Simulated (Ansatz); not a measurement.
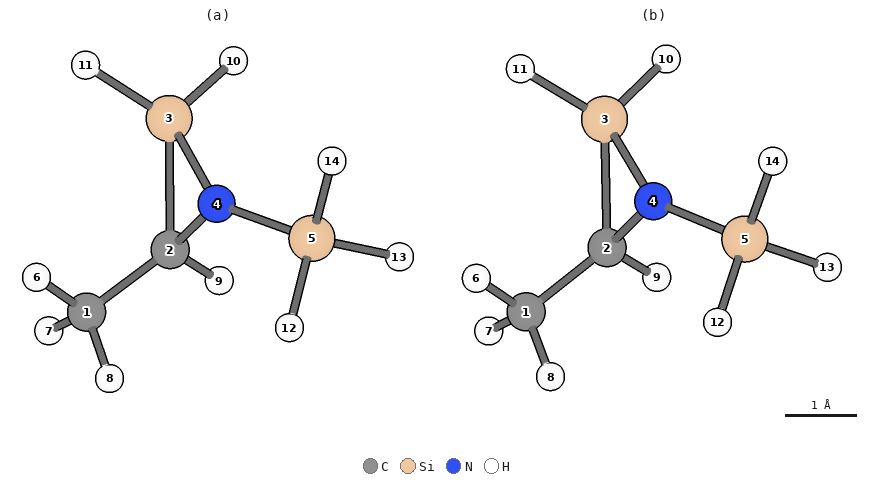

The structure of C2H9NSi2 before (left) and after (right) a relaxation, at one scale.

A ball-and-stick model, seen at a tilt.

The start comes from PBE-D4/def2-SVP.

Computed with Ansatz, RKS PBE0-D4/def2-TZVP. Set-up: force threshold 0.005 eV/Å; at most 150 steps.

Q: Describe what moved and what it gained.

A: H13 moves most after the best rigid fit: 0.19 Å. Largest moves by element: H 0.19 Å, C 0.05 Å, Si 0.05 Å, N 0.04 Å. Among the contacts that change: Si3–N4 1.743 → 1.703 Å, C2–Si3 1.872 → 1.836 Å, N4–Si5 1.741 → 1.709 Å, Si3–H10 1.500 → 1.482 Å. Among the angles between lasting bonds that change: Si3–N4–Si5 146.8° → 150.2°. The energy falls by 8.05 kJ/mol in 12 geometry steps. The largest force component goes from 0.74 to 0.0044 eV/Å. Cost: 48 s on 4 threads of Arm Neoverse V2, with other jobs on the host.
